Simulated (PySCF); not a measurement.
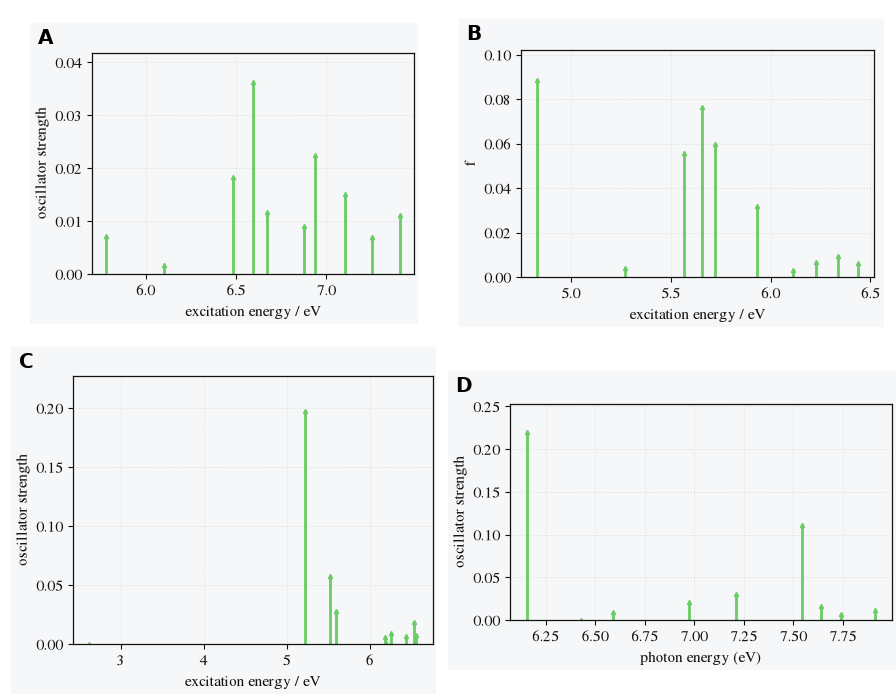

Vertical TDDFT excitations, PBE0/def2-SVPD, PySCF 2.14.0, at a PBE0-D3(BJ)/def2-SVP geometry (no frequency check), gas phase. Each panel shows the lowest singlet states that were computed.

**Pair each panel with its molecule.**
1. C₆H₅PS, SMILES C#CPc1cccs1
2. C₆H₁₆N₂, SMILES CNN(C)C(C)(C)C
3. C₆H₁₁N₃, SMILES CCc1nn(C)nc1C
4. C₄H₁₂SSi₂, SMILES CC(=S)[C@@H]([SiH3])C[SiH3]

A: 2 (S1 at 5.78 eV, brightest at 6.60 eV)
B: 1 (S1 at 4.83 eV, brightest at 4.83 eV)
C: 4 (S1 at 2.62 eV, brightest at 5.22 eV)
D: 3 (S1 at 6.16 eV, brightest at 6.16 eV)

Limits of at least one run: core orbitals are frozen in the response; one conformer of a flexible molecule; states above the negative HOMO energy depend on the basis.
